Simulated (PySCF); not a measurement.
Vertical excitations of a molecule C3H6F2Si from TDA-B3LYP/def2-SVPD in PySCF, as energy in eV (oscillator strength): 7.35 (0.005), 7.53 (0.018), 7.74 (0.001), 8.01 (0.024), 8.19 (0.010), 8.30 (0.031), 8.37 (0.006), 8.41 (0.004), 8.53 (0.018), 8.55 (0.016). Lowest triplet (TDA): 7.07 eV. Geometry: PBE0-D3(BJ)/def2-SVP. One conformer was computed; it need not be the lowest.

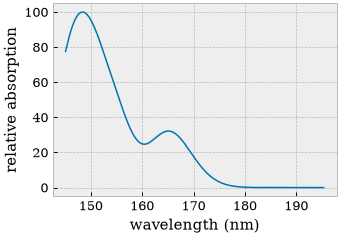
Figure: The lines broadened by 0.4 eV.

Which molecule gave these data?
A. F[SiH2][C@@H]1C[C@@H]1F
B. FC1(F)C[C@H]1[SiH3]
C. C=CC(F)(F)[SiH3]
D. C/C(=C\F)[SiH2]F

A, F[SiH2][C@@H]1C[C@@H]1F
